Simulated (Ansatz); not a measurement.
**Two runs on CH$_{5}$AlO**

System: CH$_{5}$AlO, SMILES [CH3][AlH][OH].
Method of run A: RKS CAM-B3LYP-D4/def2-TZVP (Ansatz 0.2.0).

Text and figures count atoms from 1; the logs count them from 0 in places.

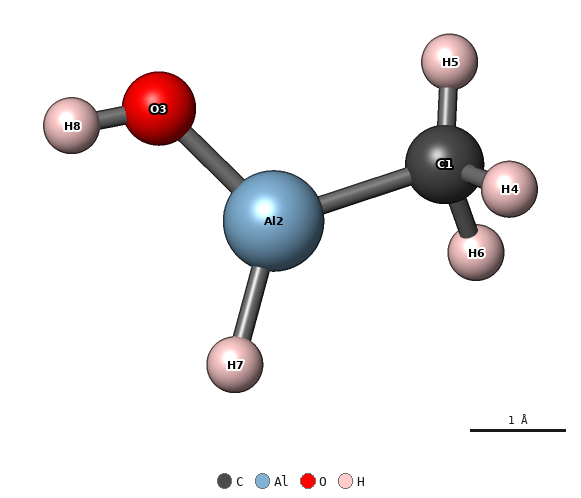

The structure as given in the input (ball-and-stick view, seen at a tilt; atoms are numbered from 1 in the order of the input). Sticks mark near contacts.

**Input file, run A**
```yaml
crystal:
  periodic: [false, false, false]
  atoms:
    - { symbol: C, position_ang: [-0.774914, 0.979463, -0.071421] }
    - { symbol: Al, position_ang: [0.581673, -0.389913, -0.243995] }
    - { symbol: O, position_ang: [0.549728, -1.672001, 0.864937] }
    - { symbol: H, position_ang: [-0.324894, 1.951749, 0.145155] }
    - { symbol: H, position_ang: [-1.484842, 0.754448, 0.724772] }
    - { symbol: H, position_ang: [-0.956383, 1.190272, -1.270582] }
    - { symbol: H, position_ang: [1.710418, -0.381818, -1.348238] }
    - { symbol: H, position_ang: [1.170922, -2.399048, 0.874429] }
basis:
  gaussian: { orbitals: def2-TZVP }
hamiltonian:
  xc: { name: CAM-B3LYP }
  dispersion: d4
output:
  forces: true
```

Command:
```bash
ansatz run input.yaml --threads 1 --pin off --max-ram 2560MiB --backend cpu --events-out ev --progress --plain --runs-dir out
```

Hardware: 1 thread of Arm Neoverse V1, 24 GiB of memory available, shared host.

**Output (run A)**
```
Engine: ansatz 0.2.0, aarch64-unknown-linux-gnu
Functional definition: CAM-B3LYP
  parameter alpha = 0.19
  parameter beta = 0.46
  parameter omega = 0.33/bohr
  parameter ac = 0.81
  exchange = (1 - alpha - beta)*b88_x + beta*b88_x_sr(omega) + alpha*exact_x + beta*exact_x_lr(omega)
  correlation = (1 - ac)*vwn5_c + ac*lyp_c
810 factors; their error is unknown
246 factors; integrals over basis functions are off by at most 1.8e-5 eV
mean field evaluation 1: about -9754.9215 eV, gradient 7.0e1 eV
mean field evaluation 2: about -9747.6275 eV, gradient 9.4e1 eV
mean field evaluation 4: about -9763.8946 eV, gradient 3.8e0 eV
mean field evaluation 8: about -9763.9292 eV, gradient 7.4e-2 eV
mean field evaluation 16: about -9763.9346 eV, gradient 2.0e-5 eV
mean field -9763.93457979 eV, -358.8179775746 hartree, gradient 2.0e-5 eV, S^2 0.000000; 0 other end points of the search recorded, 0 dependent functions left out
the calculation of the forces begins
reference -9763.93470365 eV, -358.8179821267 hartree; 16, 16 occupied and 113, 113 virtual orbitals, 810 factors
Total energy: -9764.02155168 eV, -358.8211737329 hartree
Atom 0 at    -0.774914     0.979463    -0.071421 Å, force     1.386567     0.791628    -2.688726 eV/Å
Atom 1 at     0.581673    -0.389913    -0.243995 Å, force     0.129925     0.063809     0.279943 eV/Å
Atom 2 at     0.549728    -1.672001     0.864937 Å, force     0.004044    -0.047353    -0.014189 eV/Å
Atom 3 at    -0.324894     1.951749     0.145155 Å, force     0.201042    -0.075217     0.390586 eV/Å
Atom 4 at    -1.484842     0.754448     0.724772 Å, force    -0.754562     0.090661    -0.965402 eV/Å
Atom 5 at    -0.956383     1.190272    -1.270582 Å, force    -0.912720    -0.823609     3.042196 eV/Å
Atom 6 at     1.710418    -0.381818    -1.348238 Å, force    -0.042014     0.014197    -0.042591 eV/Å
Atom 7 at     1.170922    -2.399048     0.874429 Å, force    -0.012282    -0.014116    -0.001817 eV/Å
Dipole moment:     0.136489    -0.028111    -0.084850 e Å
```

Run B used a changed input.

**The two runs side by side**

```csv
quantity,run A,run B
outcome,converged,converged
total energy (hartree),−358.821174,−358.813549
largest force (eV/Å),3.281,4.299
basis functions,129,129
wall time (shared host),3.7 s,3.6 s
```

Which change of the input explains these differences?

The change (lines with − go, lines with + come):
```diff
-    - { symbol: H, position_ang: [-0.956383, 1.190272, -1.270582] }
+    - { symbol: H, position_ang: [-1.621376, 1.096638, -1.137126] }
```

With the same method and basis, run B lies 4.8 kcal/mol higher. The largest force goes from 3.281 to 4.299 eV/Å.

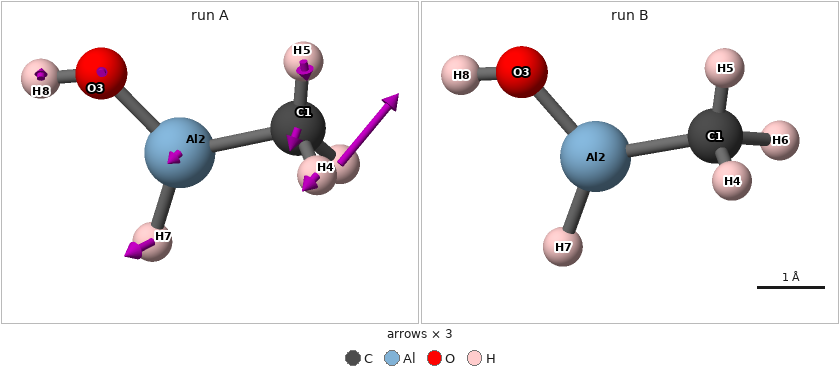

The two input geometries at one scale (ball-and-stick view, seen at a tilt). The pink arrows on the first give the shifts of the atoms after the best rigid fit, magnified 3 times. The largest move after the best rigid fit is that of H6, 0.47 Å. Largest moves by element: H 0.47 Å, C 0.12 Å, Al 0.09 Å, O 0.05 Å. Among the contacts that change: C1–H6 1.231 → 1.366 Å.

**Output (run B)**
```
Engine: ansatz 0.2.0, aarch64-unknown-linux-gnu
Functional definition: CAM-B3LYP
  parameter alpha = 0.19
  parameter beta = 0.46
  parameter omega = 0.33/bohr
  parameter ac = 0.81
  exchange = (1 - alpha - beta)*b88_x + beta*b88_x_sr(omega) + alpha*exact_x + beta*exact_x_lr(omega)
  correlation = (1 - ac)*vwn5_c + ac*lyp_c
810 factors; their error is unknown
246 factors; integrals over basis functions are off by at most 1.9e-5 eV
mean field evaluation 1: about -9754.8120 eV, gradient 7.0e1 eV
mean field evaluation 2: about -9747.3678 eV, gradient 9.3e1 eV
mean field evaluation 4: about -9763.6811 eV, gradient 4.0e0 eV
mean field evaluation 8: about -9763.7190 eV, gradient 5.3e-2 eV
mean field evaluation 16: about -9763.7241 eV, gradient 2.0e-5 eV
mean field -9763.72405011 eV, -358.8102407518 hartree, gradient 2.0e-5 eV, S^2 0.000000; 0 other end points of the search recorded, 0 dependent functions left out
the calculation of the forces begins
reference -9763.72417765 eV, -358.8102454385 hartree; 16, 16 occupied and 113, 113 virtual orbitals, 810 factors
Total energy: -9763.81408232 eV, -358.8135493743 hartree
Atom 0 at    -0.774914     0.979463    -0.071421 Å, force    -2.663519     0.137703    -2.706123 eV/Å
Atom 1 at     0.581673    -0.389913    -0.243995 Å, force    -0.109710    -0.060230    -0.253542 eV/Å
Atom 2 at     0.549728    -1.672001     0.864937 Å, force    -0.022051     0.042659     0.003897 eV/Å
Atom 3 at    -0.324894     1.951749     0.145155 Å, force    -0.256629     0.097196    -0.324372 eV/Å
Atom 4 at    -1.484842     0.754448     0.724772 Å, force     0.096511    -0.001029     0.119902 eV/Å
Atom 5 at    -1.621376     1.096638    -1.137126 Å, force     2.944907    -0.234503     3.123614 eV/Å
Atom 6 at     1.710418    -0.381818    -1.348238 Å, force     0.006300     0.012257     0.036528 eV/Å
Atom 7 at     1.170922    -2.399048     0.874429 Å, force     0.004191     0.005948     0.000097 eV/Å
Dipole moment:     0.129772    -0.042677    -0.033602 e Å
```
